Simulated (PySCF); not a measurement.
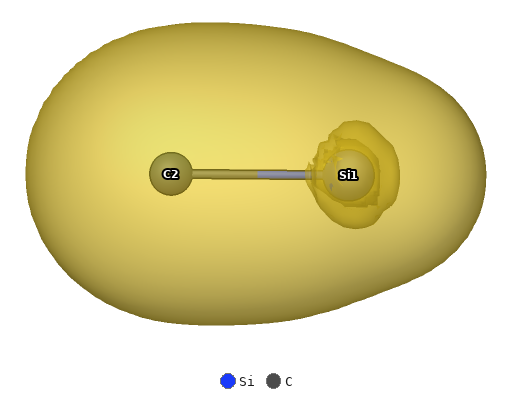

SiC (charge +1, quartet). Isosurfaces of the spin density at +0.02 (yellow) and −0.02 e/Å³ (cyan), seen from one side.

The calculation used PySCF 2.14.0, PBE0/def2-TZVPPD, non-relativistic Hamiltonian with scalar-relativistic core potentials where named, at a bond length of 1.820 Å.

```yaml
atoms:
  - { symbol: Si, position_ang: [0.0000, 0.0000, -0.5463] }
  - { symbol: C, position_ang: [0.0000, 0.0000, 1.2737] }
```

**Which atoms carry the spin?**

The unpaired spin (3 electrons) lies mostly on C2 (about 2.1) and Si1 (about 0.9), in electrons by Hirshfeld's partition. Only one sign reaches the isovalue.
